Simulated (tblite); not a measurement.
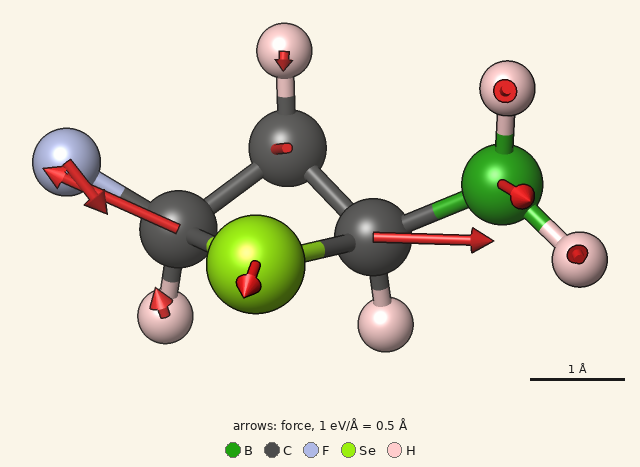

Starting geometry of C₃H₆BFSe (charge +1, multiplicity 2) with the computed forces as red arrows. The picture is a ball-and-stick view, seen at a tilt.

Theory: tblite 0.8.0, GFN2-xTB geometry optimisation, gas phase. 

> What follows when this structure is relaxed?

It isn't relaxed: the largest force vector, on a C atom, is 3.19 eV/Å. The final displacements have little in common with the starting forces (cosine between the two patterns 0.18). An H atom moves most after the best rigid fit: 0.96 Å. Largest moves by element: H 0.96 Å, Se 0.80 Å, F 0.51 Å, B 0.22 Å, C 0.14 Å. Near-neighbour distances that change, for instance: C–Se 1.945 → 2.020 Å, C–F 1.393 → 1.333 Å, C–C 1.474 → 1.531 Å, C–Se 1.937 → 1.975 Å. Bond angles that change, for instance: B–C–H 112.2° → 101.1°, C–C–C 89.4° → 99.0°, H–B–H 115.3° → 123.3°. After 90 geometry steps the energy has fallen by 80.9 kJ/mol.
